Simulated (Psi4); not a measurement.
AlHF: single-point calculation (part 2 of 2)

Continued. System: AlHF, multiplicity 2, SMILES [F][AlH]. Method: MP3/def2-TZVPP, UHF (Psi4 1.11). The geometry comes from this level: PBE0-D4/def2-TZVP.

Geometry of the input (Å):
```
F  0.9071  0.8932  0.5856
Al -0.4325  0.3180  -0.1995
H  -0.4854  -1.2761  -0.3993
```

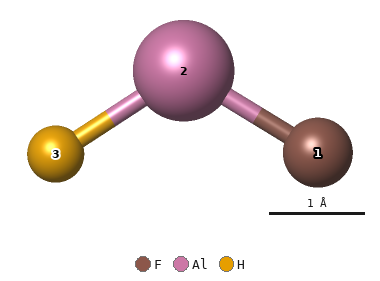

Fig. 1: The structure (ball-and-stick view, seen at a tilt; atoms are numbered from 1 in the order of the input). Sticks mark near contacts.

## Output, continued
```
  Module DFOCC Options:
  ----------------------------------------------------------------------------
  ACTIVE                        => (empty)
  BASIS_RELATIVISTIC            => (empty)
  BENCH                         => (empty)
  CC_DIIS_MAX_VECS              => (empty)
  CC_DIIS_MIN_VECS              => (empty)
  CC_LAMBDA                     => (empty)
  CC_MAXITER                    => (empty)
  CC_TYPE                       => (empty)
  CHOLESKY                      => FALSE           !
  CHOLESKY_TOLERANCE            => (empty)
  CI_TYPE                       => (empty)
  COMPUT_S2                     => (empty)
  CUBEPROP_BASIS_FUNCTIONS      => (empty)
  CUBEPROP_FILEPATH             => (empty)
  CUBEPROP_ISOCONTOUR_THRESHOLD => (empty)
  CUBEPROP_ORBITALS             => (empty)
  CUBEPROP_TASKS                => (empty)
  CUBIC_BASIS_TOLERANCE         => (empty)
  CUBIC_BLOCK_MAX_POINTS        => (empty)
  CUBIC_GRID_OVERAGE            => (empty)
  CUBIC_GRID_SPACING            => (empty)
  CUTOFF                        => (empty)
  DDX                           => (empty)
  DEBUG                         => (empty)
  DERTYPE                       => (empty)
  DF_BASIS_CC                   => (empty)
  DIE_IF_NOT_CONVERGED          => (empty)
  DKH_ORDER                     => (empty)
  DOCC                          => (empty)
  DO_DIIS                       => (empty)
  DO_LEVEL_SHIFT                => (empty)
  DO_SCS                        => FALSE           !
  DO_SOS                        => FALSE           !
  E3_SCALE                      => (empty)
  EKT_IP                        => (empty)
  EXTERNAL_POTENTIAL_SYMMETRY   => (empty)
  E_CONVERGENCE                 => 1e-06           !
  FREEZE_CORE                   => 1               !
  FREEZE_CORE_POLICY            => (empty)
  FROZEN_DOCC                   => (empty)
  FROZEN_UOCC                   => (empty)
  HESS_TYPE                     => (empty)
  INTEGRAL_CUTOFF               => (empty)
  INTEGRAL_PACKAGE              => (empty)
  LEVEL_SHIFT                   => (empty)
  LINEQ_SOLVER                  => (empty)
  LITERAL_CFOUR                 => (empty)
  LS_THC_BASIS_TOLERANCE        => (empty)
  LS_THC_DF                     => (empty)
  LS_THC_PRUNING_SCHEME         => (empty)
  LS_THC_RADIAL_POINTS          => (empty)
  LS_THC_SPHERICAL_POINTS       => (empty)
  LS_THC_S_EPSILON              => (empty)
  LS_THC_WEIGHTS_TOLERANCE      => (empty)
  MAT_NUM_COLUMN_PRINT          => (empty)
  MAX_MOGRAD_CONVERGENCE        => (empty)
  MAX_RADIAL_MOMENT             => (empty)
  MBIS_D_CONVERGENCE            => (empty)
  MBIS_MAXITER                  => (empty)
  MBIS_PRUNING_SCHEME           => (empty)
  MBIS_RADIAL_POINTS            => (empty)
  MBIS_SPHERICAL_POINTS         => (empty)
  MOLDEN_WITH_VIRTUAL           => (empty)
  MOLDEN_WRITE                  => (empty)
  MO_DIIS_NUM_VECS              => (empty)
  MO_MAXITER                    => (empty)
  MO_STEP_MAX                   => (empty)
  MP2_AMP_TYPE                  => (empty)
  MP2_OS_SCALE                  => (empty)
  MP2_SOS_SCALE                 => (empty)
  MP2_SOS_SCALE2                => (empty)
  MP2_SS_SCALE                  => (empty)
  MP2_TYPE                      => (empty)
  MP_TYPE                       => DF              !
  NAT_ORBS                      => FALSE           !
  NUM_FROZEN_DOCC               => (empty)
  NUM_FROZEN_UOCC               => (empty)
  NUM_GPUS                      => (empty)
  OCC_ORBS_PRINT                => (empty)
  OEPROP                        => (empty)
  OO_SCALE                      => (empty)
  OPT_METHOD                    => (empty)
  ORBITAL_OPTIMIZER_PACKAGE     => (empty)
  ORB_OPT                       => FALSE           !
  ORB_RESP_SOLVER               => (empty)
  ORTH_TYPE                     => (empty)
  PARENT_SYMMETRY               => (empty)
  PCG_BETA_TYPE                 => (empty)
  PCG_CONVERGENCE               => (empty)
  PCG_MAXITER                   => (empty)
  PCM                           => (empty)
  PE                            => (empty)
  PPL_TYPE                      => (empty)
  PRINT                         => (empty)
  PRINT_NOONS                   => (empty)
  PROPERTIES                    => (empty)
  PROPERTIES_ORIGIN             => (empty)
  PUREAM                        => (empty)
  QCHF                          => (empty)
  QC_MODULE                     => (empty)
  RAS1                          => (empty)
  RAS2                          => (empty)
  RAS3                          => (empty)
  RAS4                          => (empty)
  READ_SCF_3INDEX               => (empty)
  REGULARIZATION                => (empty)
  REG_PARAM                     => (empty)
  RELATIVISTIC                  => (empty)
  REMP_A                        => (empty)
  RESTRICTED_DOCC               => (empty)
  RESTRICTED_UOCC               => (empty)
  RMS_MOGRAD_CONVERGENCE        => (empty)
  R_CONVERGENCE                 => 0.0001          !
  SCF_TYPE                      => CD              !
  SCREENING                     => (empty)
  SCS_TYPE                      => (empty)
  SOCC                          => (empty)
  SOS_TYPE                      => (empty)
  TRIPLES_IABC_TYPE             => (empty)
  WFN                           => (empty)
  WFN_TYPE                      => DF-OMP3         !
  WRITER_FILE_LABEL             => (empty)
  ZORA_BASIS_TOLERANCE          => (empty)
  ZORA_NR_DEBUG                 => (empty)
  ZORA_PRUNING_SCHEME           => (empty)
  ZORA_RADIAL_POINTS            => (empty)
  ZORA_SPHERICAL_POINTS         => (empty)

	For this residual convergence, default PCG convergence is:     1.00e-06

 ==============================================================================
 ==============================================================================
 ==============================================================================

                     DF-MP3

 ==============================================================================
 ==============================================================================
 ==============================================================================

	MO spaces...

	 FC   AOCC   BOCC  AVIR   BVIR   FV
	------------------------------------------
	  6     6     5    75     76     0

	Number of basis functions in the DF-CC basis: 229

	Total memory requirement for DF+CC int:     16.86 MB

	Computing DF-MP2 energy ...
	=======================================================================
	Nuclear Repulsion Energy (a.u.)    :    43.39694649364920
	DF-HF Energy (a.u.)                :  -342.02772997140175
	REF Energy (a.u.)                  :  -342.02772997140175
	Alpha-Alpha Contribution (a.u.)    :    -0.03902084994303
	Alpha-Beta Contribution (a.u.)     :    -0.23591696691515
	Beta-Beta Contribution (a.u.)      :    -0.03696011486559
	Scaled_SS Correlation Energy (a.u.):    -0.02532698826954
	Scaled_OS Correlation Energy (a.u.):    -0.28310036029818
	DF-SCS-MP2 Total Energy (a.u.)     :  -342.33615731996946
	DF-SOS-MP2 Total Energy (a.u.)     :  -342.33442202839143
	DF-SCS(N)-MP2 Total Energy (a.u.)  :  -342.16145646946495
	DF-MP2 Correlation Energy (a.u.)   :    -0.31189793172378
	DF-MP2 Total Energy (a.u.)         :  -342.33962790312552
	=======================================================================

	=======================================================================
	================ MP3 FINAL RESULTS ====================================
	=======================================================================
	Nuclear Repulsion Energy (a.u.)    :    43.39694649364920
	SCF Energy (a.u.)                  :  -342.02772997140175
	REF Energy (a.u.)                  :  -342.02772997140175
	Alpha-Alpha Contribution (a.u.)    :    -0.03562400494578
	Alpha-Beta Contribution (a.u.)     :    -0.24656219375798
	Beta-Beta Contribution (a.u.)      :    -0.03308888319317
	3rd Order Energy (a.u.)            :    -0.00337715017315
	DF-MP2.5 Correlation Energy (a.u.) :    -0.31358650681034
	DF-MP2.5 Total Energy (a.u.)       :  -342.34131647821209
	DF-MP3 Correlation Energy (a.u.)   :    -0.31527508189693
	DF-MP3 Total Energy (a.u.)         :  -342.34300505329867
	=======================================================================

	total time  =          2 seconds =       0.03 minutes
```

## Standard output
```
total energy -342.34300505 hartree = -9315.62765 eV
CURRENT CORRELATION ENERGY                         -0.3152750819
CURRENT ENERGY                                   -342.3430050533
CURRENT REFERENCE ENERGY                         -342.0277299714
DD SOLVATION ENERGY                                 0.0000000000
HF KINETIC ENERGY                                 341.9606018227
HF POTENTIAL ENERGY                              -683.9883317941
HF TOTAL ENERGY                                  -342.0277299714
HF VIRIAL RATIO                                     2.0001963038
MP2 CORRELATION ENERGY                             -0.3118979317
MP2 DOUBLES ENERGY                                 -0.3118979317
MP2 OPPOSITE-SPIN CORRELATION ENERGY               -0.2359169669
MP2 SAME-SPIN CORRELATION ENERGY                   -0.0759809648
MP2 SINGLES ENERGY                                  0.0000000000
MP2 TOTAL ENERGY                                 -342.3396279031
MP2.5 CORRELATION ENERGY                           -0.3135865068
MP2.5 DOUBLES ENERGY                               -0.3135865068
MP2.5 OPPOSITE-SPIN CORRELATION ENERGY             -0.2412395803
MP2.5 SAME-SPIN CORRELATION ENERGY                 -0.0723469265
MP2.5 SINGLES ENERGY                                0.0000000000
MP2.5 TOTAL ENERGY                               -342.3413164782
MP3 CORRELATION ENERGY                             -0.3152750819
MP3 DOUBLES ENERGY                                 -0.3152750819
MP3 OPPOSITE-SPIN CORRELATION ENERGY               -0.2465621938
MP3 SAME-SPIN CORRELATION ENERGY                   -0.0687128881
MP3 SINGLES ENERGY                                  0.0000000000
MP3 TOTAL ENERGY                                 -342.3430050533
NAUX (SCF)                                        434.0000000000
NUCLEAR REPULSION ENERGY                           43.3969464936
ONE-ELECTRON ENERGY                              -563.8907359725
PCM POLARIZATION ENERGY                             0.0000000000
PE ENERGY                                           0.0000000000
SCF ITERATION ENERGY                             -342.0277299714
SCF ITERATIONS                                     13.0000000000
SCF TOTAL ENERGY                                 -342.0277299714
SCS(N)-MP2 CORRELATION ENERGY                      -0.1337264981
SCS(N)-MP2 TOTAL ENERGY                          -342.1614564695
SCS-MP2 CORRELATION ENERGY                         -0.3084273486
SCS-MP2 TOTAL ENERGY                             -342.3361573200
SOS-MP2 CORRELATION ENERGY                         -0.3066920570
SOS-MP2 TOTAL ENERGY                             -342.3344220284
TWO-ELECTRON ENERGY                               178.4660595074
```

## Summary

```json
{"quantity": "outcome", "value": "converged"}
{"quantity": "total energy", "value": "−342.343005 hartree"}
{"quantity": "SCF energy", "value": "−342.027730 hartree"}
{"quantity": "MP2 energy", "value": "−342.339628 hartree"}
{"quantity": "correlation energy", "value": "−0.315275 hartree"}
{"quantity": "basis functions", "value": "87"}
{"quantity": "⟨S²⟩", "value": "0.757"}
{"quantity": "hardware", "value": "1 thread of Intel Xeon @ 2.50GHz (Skylake/Cascade Lake), 12 GiB of memory available, shared host"}
{"quantity": "wall time", "value": "7.8 s"}
{"quantity": "peak memory", "value": "0.26 GiB"}
```

## Remarks

Settings chosen away from the usual ones: s_orthogonalization set to symmetric; r_convergence set to 0.0001.
